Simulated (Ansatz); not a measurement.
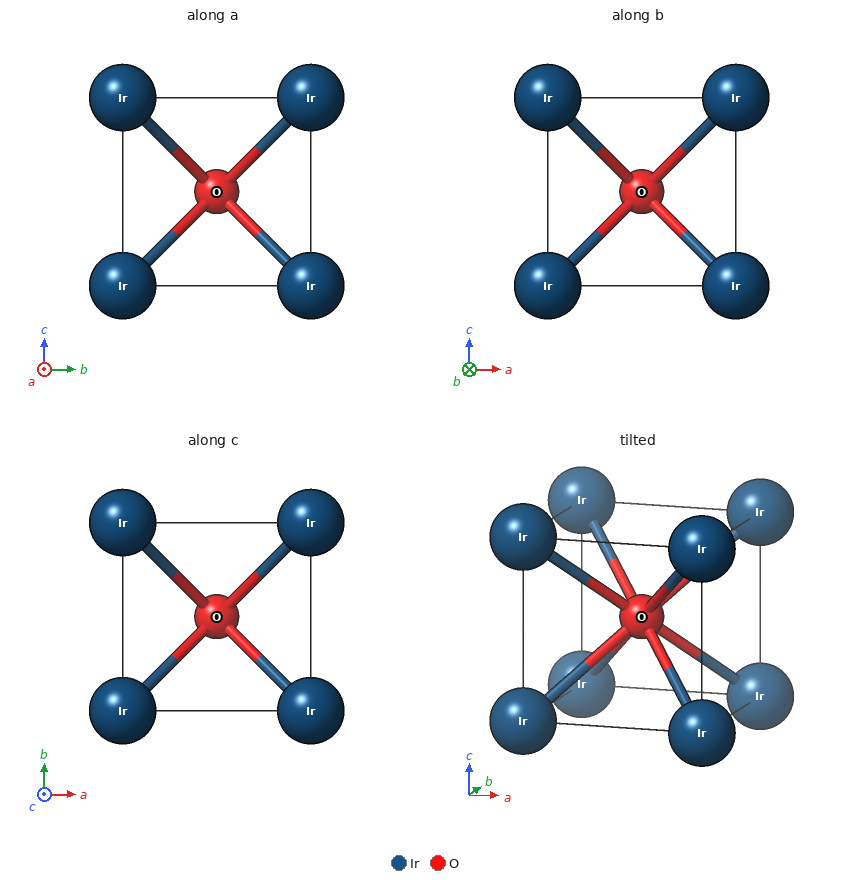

Shown here is a ball-and-stick view of the crystal, taken along the a axis, along the b axis, along the c axis and slightly off an axis. Lines trace the edges of the conventional unit cell.

Lattice parameters: a = 2.773 Å, b = 2.773 Å, c = 2.773 Å, α = 90.00°, β = 90.00°, γ = 90.00°. Put a along x and b in the xy plane.

> Transcribe the picture into a POSCAR file.

```
Ir O
1.0
     2.773    0.000    0.000
     0.000    2.773    0.000
     0.000    0.000    2.773
Ir O
1 1
Direct
  0.0000 0.0000 0.0000
  0.5000 0.5000 0.5000
```

It goes back to a structure type filled with these elements by a generator (whether the compound takes this form wasn't checked). Earlier steps of the study, as a rule a relaxation of our own, may have changed the cell and positions, so they can lie some per cent off the listed ones. A calculation with Ansatz used it as input.

At this level of theory the run's own cell isn't at rest (compressed, at 7 GPa), so its distances can differ from those at equilibrium, the more so the softer the solid.
